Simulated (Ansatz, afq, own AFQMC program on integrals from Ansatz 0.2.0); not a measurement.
# AlGa (singlet): AFQMC on the coupled-cluster ladder at distance Al1–Ga2 = 10.492 Å, cc-pVDZ, part 2 of 2

Ansatz 0.2.0, Gaussian basis, and an in-house AFQMC program (afq) on its integrals; all values are calculated; cc-pVDZ, frozen cores. The steps go on from the part before.

### Step 13. B2PLYP (unrestricted)

Input file in.yaml:

```yaml
crystal:
  periodic: [false, false, false]
  atoms:
    - {symbol: Al, position_ang: [0.000000, 0.000000, 0.000000]}
    - {symbol: Ga, position_ang: [0.000000, 0.000000, 10.492000]}
basis:
  gaussian: {orbitals: cc-pVDZ}
magnetization: {spin_polarized: true, initial_magnetization: 0}
hamiltonian: {xc: {name: B2PLYP}}
correlation: {electrons: outside_noble_gas}
```

Command:

```bash
ansatz run in.yaml --threads 1 --pin off --events-out ev --progress --plain --max-ram 8192MiB --backend cpu
```

Log, cut to the lines that bear on the results:

```text
Functional definition: B2PLYP
  name "B2PLYP"
  cite "Grimme, J. Chem. Phys. 124, 034108 (2006) doi:10.1063/1.2148954"
  cite "Becke, Phys. Rev. A 38, 3098 (1988) doi:10.1103/PhysRevA.38.3098"
  cite "Lee, Yang & Parr, Phys. Rev. B 37, 785 (1988) doi:10.1103/PhysRevB.37.785"
[...]
506 factors; integrals over basis functions are off by at most 8.8e-5 eV
[...]
mean field -58955.82127070 eV, -2166.5864700074 hartree, gradient 9.8e-10 eV, S^2 1.011227; 14 other end points of the search recorded, 0 dependent functions left out
19 core orbitals not correlated: weight in the atoms' cores, before any rotation towards them, 1.000 or more for the frozen orbitals, at most 0.000 for the correlated occupied ones
reference -58955.82145329 eV, -2166.5864767172 hartree; 3, 3 occupied and 23, 23 virtual orbitals, 506 factors
second order -2.14919243 eV of doubles, -0.00000000 eV of singles
Total energy: -58956.40173524 eV, -2166.6078016858 hartree
```

Wall time 47 s (1 thread of AMD EPYC 7R13 (Zen 3), shared host); peak memory 1.6 GiB.

From the report: ⟨S²⟩ of the determinant 1.011 (pure singlet: 0.00). The determinant is far from a pure spin state, so its energy mixes those of several spin states (harmless only where they are near-degenerate, as at dissociation).

### Step 14. Phaseless AFQMC, CISD trial on RHF

It reads the integrals that the CCSD(T) run on this determinant wrote.

Command:

```bash
afq ham --method phaseless --trial cisd --walkers 4000 --populations 20 --least-time 60 --time-step 0.005 --steps-per-block 50 --equilibration-blocks 40 --max-blocks 4000 --target-error 0.00029 --factor-cut 1e-05 --seed 7839 --release-times 0.24,0.51,0.99,1.62,2.4 --release-step 0.03 --release-every 3 --taylor-order 6
```

Log:

```text
orbitals 26  electrons 3 3  factors 138 of 506
reference energy -2164.94592381 Eh
CCSD correlation -0.19348823 Eh in 16 cycles, weight of the determinant in the CISD state 0.5147
energy of the start -2165.139391 Eh
 block  time / (1/Eh)  mean weight  energy / Eh
     1     0.250  1.0001  -2165.136646
     2     0.500  1.0000  -2165.135517
     3     0.750  0.9999  -2165.135367
     4     1.000  1.0000  -2165.135786
     5     1.250  0.9999  -2165.136700
     6     1.500  0.9999  -2165.137593
     7     1.750  1.0000  -2165.138310
     8     2.000  0.9999  -2165.139060
     9     2.250  1.0000  -2165.140236
    10     2.500  0.9999  -2165.141379
    11     2.750  1.0002  -2165.142337
    16     4.000  1.0000  -2165.146711
    21     5.250  1.0000  -2165.148843
    26     6.500  1.0000  -2165.150988
    31     7.750  0.9999  -2165.152249
    36     9.000  1.0001  -2165.153716
    41    10.250  1.0001  -2165.154333
    46    11.500  0.9998  -2165.153453
    51    12.750  0.9996  -2165.153041
    56    14.000  0.9999  -2165.154040
    61    15.250  0.9999  -2165.153246
    66    16.500  1.0001  -2165.154514
    71    17.750  1.0002  -2165.154929
    76    19.000  0.9999  -2165.151766
    81    20.250  1.0001  -2165.154064
    86    21.500  1.0000  -2165.152874
    91    22.750  1.0000  -2165.153594
    96    24.000  1.0002  -2165.152112
   101    25.250  1.0002  -2165.152816
   106    26.500  1.0000  -2165.153988
   111    27.750  1.0002  -2165.152135
   116    29.000  1.0002  -2165.152164
   121    30.250  0.9998  -2165.152475
   126    31.500  1.0000  -2165.149824
   131    32.750  1.0002  -2165.150624
   136    34.000  0.9998  -2165.150045
   141    35.250  1.0000  -2165.150620
   146    36.500  1.0000  -2165.151725
   151    37.750  0.9998  -2165.151082
   156    39.000  0.9999  -2165.149111
   161    40.250  0.9995  -2165.150881
   166    41.500  0.9998  -2165.150287
   171    42.750  1.0000  -2165.149270
   176    44.000  1.0003  -2165.150566
   181    45.250  1.0002  -2165.154980
   186    46.500  0.9994  -2165.151396
   191    47.750  1.0002  -2165.148319
   196    49.000  1.0002  -2165.150894
   201    50.250  0.9999  -2165.152141
   206    51.500  0.9998  -2165.152288
error from the spread of 20 populations
released: time / (1/Eh)  energy / Eh  error  mean overlap
  0.24  -2165.152705  0.000290  1.0002
  0.51  -2165.153165  0.000241  1.0011
  0.99  -2165.153839  0.000203  1.0027
  1.62  -2165.154823  0.000199  1.0021
  2.40  -2165.155605  0.000153  1.0039
energy -2165.152241 +/- 0.000290 Eh
```

It took 3.8 min on 1 × NVIDIA H100 80GB HBM3 with 2 threads of AMD EPYC 7R13 (Zen 3), shared host; peak host memory 1.6 GiB.

Energy -58916.7939 ± 0.0079 eV. The run doesn't count as converged. Caveats: constraint bias not in the error; halves of the run differ; other roots.

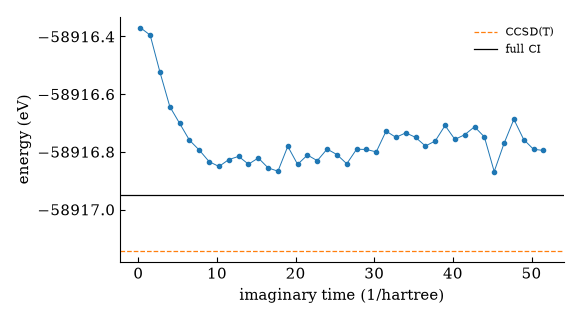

Block energies along the walk.

### Step 15. UHF

in.yaml: that of step 13 with these lines changed.

```diff
@@ -8,3 +8,3 @@
 magnetization: {spin_polarized: true, initial_magnetization: 0}
-hamiltonian: {xc: {name: B2PLYP}}
-correlation: {electrons: outside_noble_gas}
+hamiltonian: {xc: hf}
+output: {orbitals: {seedname: orbitals}}
```

Command:

```bash
ansatz run in.yaml --threads 1 --pin off --events-out ev --progress --plain --max-ram 24576MiB --backend cuda --devices 0, --max-vram 18GiB
```

Log, cut to the lines that bear on the results:

```text
Functional definition: HF
  name "HF"
  cite "Fock, Z. Phys. 61, 126 (1930) doi:10.1007/BF01340294"
  parent pbe
[...]
506 factors; integrals over basis functions are off by at most 8.8e-5 eV
[...]
mean field -58914.43995642 eV, -2165.0657347569 hartree, gradient 9.6e-6 eV, S^2 1.024444; 9 other end points of the search recorded, 0 dependent functions left out
reference -58914.43995642 eV, -2165.0657347569 hartree; 22, 22 occupied and 23, 23 virtual orbitals, 506 factors
Total energy: -58914.43995642 eV, -2165.0657347569 hartree
```

Wall time 11 s (1 × NVIDIA H100 80GB HBM3 with 1 thread of AMD EPYC 7R13 (Zen 3), shared host); peak host memory 1.6 GiB.

From the report: ⟨S²⟩ of the determinant 1.024 (pure singlet: 0.00). The determinant is far from a pure spin state, so its energy mixes those of several spin states (harmless only where they are near-degenerate, as at dissociation).

### Step 16. CCSD(T) on UHF

in.yaml: that of step 15 with these lines changed.

```diff
@@ -8,3 +8,2 @@
 magnetization: {spin_polarized: true, initial_magnetization: 0}
-hamiltonian: {xc: hf}
-output: {orbitals: {seedname: orbitals}}
+correlation: {method: ccsd_t, electrons: outside_noble_gas, hamiltonian_folder: ham}
```

Same command.

Log, cut to the lines that bear on the results:

```text
Functional definition: HF
  name "HF"
  cite "Fock, Z. Phys. 61, 126 (1930) doi:10.1007/BF01340294"
  parent pbe
[...]
506 factors; integrals over basis functions are off by at most 8.8e-5 eV
[...]
mean field -58914.43995642 eV, -2165.0657347569 hartree, gradient 8.7e-11 eV, S^2 1.024444; 29 other end points of the search recorded, 0 dependent functions left out
determinant -58914.43995642 eV, -2165.0657347569 hartree, with singles and doubles -58916.90578917 eV, -2165.1563524390 hartree
determinant -58914.43995584 eV, -2165.0657347356 hartree, with singles and doubles -58916.90578622 eV, -2165.1563523306 hartree
determinant -58914.43898859 eV, -2165.0656991898 hartree, with singles and doubles -58916.90492980 eV, -2165.1563208578 hartree
determinant -58914.43882883 eV, -2165.0656933185 hartree, with singles and doubles -58916.90478965 eV, -2165.1563157071 hartree
[...]
determinant -58911.17973439 eV, -2164.9459238070 hartree, with singles and doubles -58915.85692073 eV, -2165.1178072347 hartree
determinant -58911.17511855 eV, -2164.9457541779 hartree, with singles and doubles -58915.85506474 eV, -2165.1177390282 hartree
determinant -58911.14438206 eV, -2164.9446246330 hartree, with singles and doubles -58915.84859366 eV, -2165.1175012205 hartree
determinant -58911.14415652 eV, -2164.9446163445 hartree, with singles and doubles -58915.84850166 eV, -2165.1174978396 hartree
19 core orbitals not correlated: weight in the atoms' cores, before any rotation towards them, 1.000 or more for the frozen orbitals, at most 0.000 for the correlated occupied ones
reference -58914.43995642 eV, -2165.0657347569 hartree; 3, 3 occupied and 23, 23 virtual orbitals, 506 factors
second order -1.62056103 eV of doubles, -0.00000000 eV of singles
cycle   1  -2.46660414 eV  change   -4.9e-7 eV  update   5.5e-6
perturbative correction -0.03210794 eV, -0.0011799451 hartree
Total energy: -58916.93866850 eV, -2165.1575607321 hartree
```

It took 12 s on 1 × NVIDIA H100 80GB HBM3 with 1 thread of AMD EPYC 7R13 (Zen 3), shared host; peak host memory 1.6 GiB.

From the report: ⟨S²⟩ of the determinant 1.024 (pure singlet: 0.00); correlation -2.4987 eV; T1 0.013; largest double amplitude 0.11. The determinant is far from a pure spin state, so its energy mixes those of several spin states (harmless only where they are near-degenerate, as at dissociation).

This run also writes the integrals to the folder ham.

### Step 17. CCSDT(Q) on UHF

in.yaml: that of step 16 with these lines changed.

```diff
@@ -8,2 +8,2 @@
 magnetization: {spin_polarized: true, initial_magnetization: 0}
-correlation: {method: ccsd_t, electrons: outside_noble_gas, hamiltonian_folder: ham}
+correlation: {method: ccsdt_q, electrons: outside_noble_gas}
```

Launched as before.

Log, cut to the lines that bear on the results:

```text
Functional definition: HF
  name "HF"
  cite "Fock, Z. Phys. 61, 126 (1930) doi:10.1007/BF01340294"
  parent pbe
[...]
790 factors; integrals over basis functions are off by at most 5.8e-8 eV
[...]
mean field -58914.43995789 eV, -2165.0657348108 hartree, gradient 5.2e-11 eV, S^2 1.024444; 29 other end points of the search recorded, 0 dependent functions left out
determinant -58914.43995789 eV, -2165.0657348108 hartree, with singles and doubles -58916.90579933 eV, -2165.1563528122 hartree
determinant -58914.43995730 eV, -2165.0657347893 hartree, with singles and doubles -58916.90579640 eV, -2165.1563527046 hartree
determinant -58914.43899006 eV, -2165.0656992437 hartree, with singles and doubles -58916.90493988 eV, -2165.1563212283 hartree
determinant -58914.43897425 eV, -2165.0656986627 hartree, with singles and doubles -58916.90492616 eV, -2165.1563207239 hartree
[...]
determinant -58911.17511849 eV, -2164.9457541759 hartree, with singles and doubles -58915.85507454 eV, -2165.1177393885 hartree
determinant -58911.14438202 eV, -2164.9446246315 hartree, with singles and doubles -58915.84860472 eV, -2165.1175016270 hartree
determinant -58911.14415649 eV, -2164.9446163432 hartree, with singles and doubles -58915.84851347 eV, -2165.1174982737 hartree
19 core orbitals not correlated: weight in the atoms' cores, before any rotation towards them, 1.000 or more for the frozen orbitals, at most 0.000 for the correlated occupied ones
reference -58914.43995789 eV, -2165.0657348108 hartree; 3, 3 occupied and 23, 23 virtual orbitals, 790 factors
second order -1.62057596 eV of doubles, -0.00000000 eV of singles
cycle   1  -2.15073376 eV  change   -5.3e-1 eV  update   8.5e-2
[...]
cycle  17  -2.51497539 eV  change   -4.0e-7 eV  update   6.0e-7
perturbative correction -0.00000387 eV, -0.0000001421 hartree
Total energy: -58916.95493715 eV, -2165.1581585938 hartree
```

Wall time 12 s (1 × NVIDIA H100 80GB HBM3 with 1 thread of AMD EPYC 7R13 (Zen 3), shared host); peak host memory 1.6 GiB.

From the report: ⟨S²⟩ of the determinant 1.024 (pure singlet: 0.00); correlation -2.5150 eV; T1 0.012; largest double amplitude 0.11. The determinant is far from a pure spin state, so its energy mixes those of several spin states (harmless only where they are near-degenerate, as at dissociation).

### Step 18. CCSDTQ on UHF

in.yaml: that of step 17 with these lines changed.

```diff
@@ -8,2 +8,2 @@
 magnetization: {spin_polarized: true, initial_magnetization: 0}
-correlation: {method: ccsdt_q, electrons: outside_noble_gas}
+correlation: {method: ccsdtq, electrons: outside_noble_gas}
```

Launched as before.

Log, cut to the lines that bear on the results:

```text
Functional definition: HF
  name "HF"
  cite "Fock, Z. Phys. 61, 126 (1930) doi:10.1007/BF01340294"
  parent pbe
[...]
790 factors; integrals over basis functions are off by at most 5.8e-8 eV
[...]
mean field -58914.43995789 eV, -2165.0657348108 hartree, gradient 5.2e-11 eV, S^2 1.024444; 29 other end points of the search recorded, 0 dependent functions left out
determinant -58914.43995789 eV, -2165.0657348108 hartree, with singles and doubles -58916.90579933 eV, -2165.1563528122 hartree
determinant -58914.43995730 eV, -2165.0657347893 hartree, with singles and doubles -58916.90579640 eV, -2165.1563527046 hartree
determinant -58914.43899006 eV, -2165.0656992437 hartree, with singles and doubles -58916.90493988 eV, -2165.1563212283 hartree
determinant -58914.43897425 eV, -2165.0656986627 hartree, with singles and doubles -58916.90492616 eV, -2165.1563207239 hartree
[...]
determinant -58911.17973435 eV, -2164.9459238056 hartree, with singles and doubles -58915.85693226 eV, -2165.1178076585 hartree
determinant -58911.17511849 eV, -2164.9457541759 hartree, with singles and doubles -58915.85507454 eV, -2165.1177393885 hartree
determinant -58911.14438202 eV, -2164.9446246315 hartree, with singles and doubles -58915.84860472 eV, -2165.1175016270 hartree
determinant -58911.14415649 eV, -2164.9446163432 hartree, with singles and doubles -58915.84851347 eV, -2165.1174982737 hartree
19 core orbitals not correlated: weight in the atoms' cores, before any rotation towards them, 1.000 or more for the frozen orbitals, at most 0.000 for the correlated occupied ones
reference -58914.43995789 eV, -2165.0657348108 hartree; 3, 3 occupied and 23, 23 virtual orbitals, 790 factors
second order -1.62057596 eV of doubles, -0.00000000 eV of singles
cycle   1  -2.15073376 eV  change   -5.3e-1 eV  update   8.5e-2
[...]
cycle  22  -2.51501204 eV  change    3.7e-7 eV  update   7.0e-7
Total energy: -58916.95496993 eV, -2165.1581597984 hartree
```

It took 17 s on 1 × NVIDIA H100 80GB HBM3 with 1 thread of AMD EPYC 7R13 (Zen 3), shared host; peak host memory 1.6 GiB.

From the report: ⟨S²⟩ of the determinant 1.024 (pure singlet: 0.00); correlation -2.5150 eV; T1 0.012; largest double amplitude 0.11. The determinant is far from a pure spin state, so its energy mixes those of several spin states (harmless only where they are near-degenerate, as at dissociation).

### Step 19. Phaseless AFQMC, CISD trial on UHF

It reads the integrals that the CCSD(T) run on this determinant wrote.

Command:

```bash
afq ham --method phaseless --trial cisd --walkers 4000 --populations 20 --least-time 60 --time-step 0.005 --steps-per-block 50 --equilibration-blocks 40 --max-blocks 4000 --target-error 0.00029 --factor-cut 1e-05 --start spin_pure --seed 7839 --release-times 0.24,0.51,0.99,1.62,2.4 --release-step 0.03 --release-every 3 --taylor-order 6
```

Log:

```text
orbitals 26  electrons 3 3  factors 138 of 506
reference energy -2165.06573476 Eh
CCSD correlation -0.09064648 Eh in 9 cycles, weight of the determinant in the CISD state 0.8855
energy of the start -2165.156181 Eh
 block  time / (1/Eh)  mean weight  energy / Eh
     1     0.250  1.0001  -2165.155536
     2     0.500  1.0000  -2165.155333
     3     0.750  1.0000  -2165.155376
     4     1.000  1.0000  -2165.155563
     5     1.250  0.9999  -2165.155804
     6     1.500  0.9999  -2165.156028
     7     1.750  1.0001  -2165.156217
     8     2.000  0.9999  -2165.156518
     9     2.250  1.0000  -2165.156608
    10     2.500  1.0000  -2165.156902
    11     2.750  1.0001  -2165.157109
    13     3.250  1.0000  -2165.157223
    15     3.750  0.9999  -2165.157306
    17     4.250  0.9998  -2165.157467
    19     4.750  1.0000  -2165.157580
    21     5.250  1.0000  -2165.157466
    23     5.750  0.9999  -2165.157829
    25     6.250  1.0000  -2165.157788
    27     6.750  0.9999  -2165.157684
    29     7.250  0.9999  -2165.157682
    31     7.750  0.9999  -2165.157620
    33     8.250  1.0000  -2165.157745
    35     8.750  1.0000  -2165.157912
    37     9.250  1.0000  -2165.157578
    39     9.750  0.9999  -2165.157546
    41    10.250  0.9999  -2165.157817
    43    10.750  1.0001  -2165.157915
    45    11.250  0.9999  -2165.157728
    47    11.750  0.9999  -2165.157859
    49    12.250  1.0000  -2165.157730
    51    12.750  1.0000  -2165.157820
    53    13.250  0.9998  -2165.158247
    55    13.750  1.0001  -2165.157693
    57    14.250  0.9999  -2165.157882
    59    14.750  1.0001  -2165.158106
    61    15.250  0.9999  -2165.158033
    63    15.750  0.9999  -2165.157758
    65    16.250  1.0000  -2165.157948
    67    16.750  0.9998  -2165.157885
    69    17.250  1.0002  -2165.157703
    71    17.750  1.0001  -2165.157547
    73    18.250  1.0000  -2165.157776
    75    18.750  1.0000  -2165.157484
    77    19.250  0.9999  -2165.157606
    79    19.750  1.0000  -2165.157930
    81    20.250  1.0000  -2165.157787
    83    20.750  1.0001  -2165.157872
    85    21.250  1.0001  -2165.157633
    87    21.750  1.0002  -2165.158021
    89    22.250  0.9999  -2165.157752
error from the spread of 20 populations
released: time / (1/Eh)  energy / Eh  error  mean overlap
  0.24  -2165.157860  0.000050  1.0005
  0.51  -2165.157968  0.000049  1.0018
  0.99  -2165.157999  0.000028  1.0008
  1.62  -2165.158106  0.000033  0.9980
  2.40  -2165.154387  0.004188  1.0005
energy -2165.157819 +/- 0.000064 Eh
```

Wall time 26 s (1 × NVIDIA H100 80GB HBM3 with 2 threads of AMD EPYC 7R13 (Zen 3), shared host); peak host memory 1.6 GiB.

Energy -58916.9457 ± 0.0017 eV. Caveats: constraint bias not in the error.

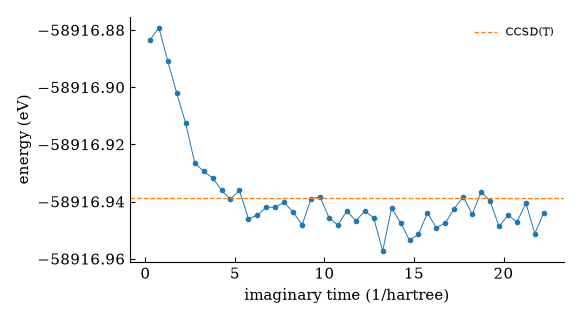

Block energies along the walk.

### Step 20. All levels side by side

On the UHF determinant, counted from CCSDTQ (a yardstick, not exact):

| level | energy (eV) | from CCSDTQ (kcal/mol) | statistical error (kcal/mol) | time |
| --- | --- | --- | --- | --- |
| HF | -58914.4400 | +58.00 |  |  |
| MP2 | -58916.0605 | +20.63 |  |  |
| CCSD | -58916.9066 | +1.12 |  |  |
| CCSD(T) | -58916.9387 | +0.38 |  |  |
| CCSDT(Q) | -58916.9549 | 0.00 |  |  |
| CCSDTQ | -58916.9550 | 0.00 |  |  |
| Phaseless AFQMC, CISD trial, step 0.005, 4000 walkers | -58916.9457 | +0.21 | 0.04 | 26 s |

The functionals' totals stand on their own zeros and serve differences with other points: PBE -58959.102 eV; r2SCAN -58969.373 eV; PBE0 -58960.777 eV; B3LYP -58972.893 eV; wB97M-V -58967.667 eV; B2PLYP -58956.402 eV.

### Step 21. What came out

The summary covers parts 1 to 2.

```
                                      quantity                  value
                    CCSD(T) on UHF from CCSDTQ         +0.38 kcal/mol
Phaseless AFQMC, CISD trial on UHF from CCSDTQ  +0.21 ± 0.04 kcal/mol
```

In words: On UHF the phaseless walk with the CISD trial lies +0.21 kcal/mol from CCSDTQ, 5 times its error bar. Error bars are statistical and leave out the constraint, the time step and what remains of the start.
